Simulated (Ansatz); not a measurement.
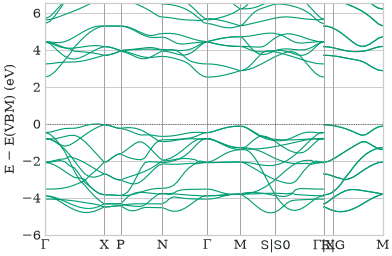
Figure. Band structure from r²SCAN (plane waves, PAW; program Ansatz)

Q: Read off the gap and where the band edges lie.

A: About 2.5 eV (2.53 eV by a search for the band edges); maximum on the Γ–X line, 88 % of the way from Γ, minimum at Γ.

Q: Pick the material that matches.
A. Nb2O5, I4/mmm (Pearson symbol tI112)
B. TiO2, anatase
C. ZnIn2O4, I-4 (In on 2b, In on 2d, Zn on 2a, O on 8g)

A: B, TiO2, anatase

Space group I4_1/amd (anatase). The r²SCAN relaxation kept the symmetry of its start. The run is not spin-polarised.

Potentials: the earlier of the program's two PAW sets.
